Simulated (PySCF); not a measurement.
```xyz
7

Si   -1.0987   -0.7138    0.4444
Si    0.9463    0.3433    0.0210
Cl   -2.6603    0.6013    0.0437
H    -1.3230   -1.9523   -0.3688
H     1.1010    1.4882    0.9663
H     1.0268    0.8501   -1.3842
H     2.0382   -0.6509    0.2558
```

Geometry: PBE0-D3(BJ)/def2-SVP.

Method: PySCF 2.14.0, density-fitted response routines, UKS B3LYP, IGLO-III on Cl Si, pcH-1 on H, non-relativistic, mean-field spin-orbit, GIAO.

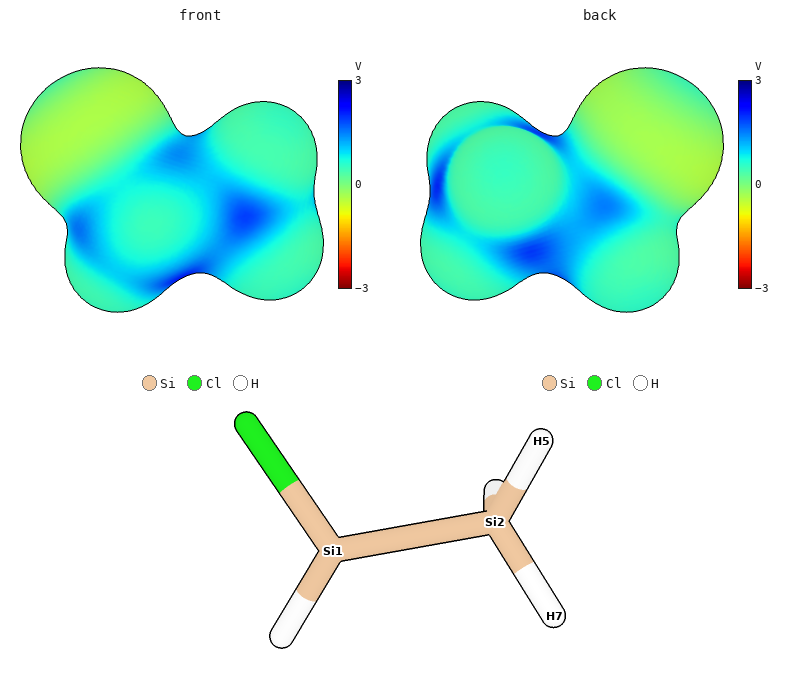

ClH₄Si₂ (SMILES [SiH3][SiH]Cl) (doublet). The electrostatic potential painted on the density surface at 0.004 e/bohr³, seen from the front and from behind; the colour scale runs from red (negative) to blue (positive). The bare structure is drawn below in the same view.

Q: Describe the electrostatic potential map.

A: The most negative region (about −0.4 V, or −9 kcal/mol for a unit charge) lies over Cl3, the most positive (about +2.0 V, or +46 kcal/mol for a unit charge) over Si1 and Si2. Cl3 shows a σ-hole: about +0.4 V, or +9 kcal/mol for a unit charge at the tip opposite its bond, against about −0.3 V, or −7 kcal/mol for a unit charge on its flanks.
